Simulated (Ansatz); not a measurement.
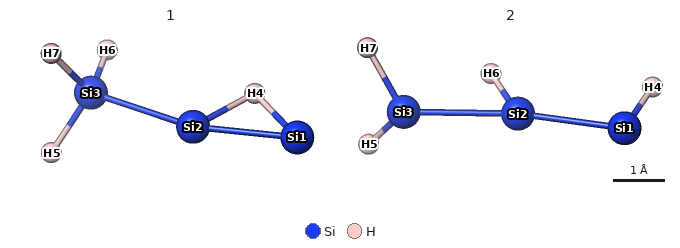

Two geometries of Si3H4, drawn at one scale. One is the start of a relaxation, the other its converged end. Style: ball-and-stick. Shown at a tilt.

Method: RKS PBE0-D4/def2-SVP (Ansatz). Set-up: no spin polarisation; force threshold 0.02 eV/Å; at most 50 steps.

### Which of the two is the end point?

Structure 1 is the relaxed one. The run prepares an end point of a later path (hydrogen shift) calculation, from a guessed geometry. The largest move after the best rigid fit is that of H6, 1.22 Å. By element the largest moves are H 1.22 Å, Si 0.85 Å. Among the contacts that change: Si2–H6 1.440 → 3.129 Å, Si2–H4 2.824 → 1.648 Å, Si3–H6 2.141 → 1.493 Å, Si1–H4 1.516 → 1.735 Å. New bonds form: Si3–H6 (2.14 → 1.49 Å). Bonds break: Si2–H6 (1.44 → 3.13 Å). Bond angles that change, for instance: Si2–Si1–H4 98.0° → 49.5°, Si2–Si3–H7 119.6° → 110.1°, Si2–Si3–H5 119.4° → 110.1°. Groups turn about Si1–Si2 by about 180°. Over 12 geometry steps the energy falls by 198.1 kJ/mol. The largest force component goes from 2.4 to 0.0086 eV/Å. Cost: 30 s on 1 thread of Intel(R) Xeon(R) Platinum 8488C (Sapphire Rapids) (shared host), peak memory 0.16 GiB.
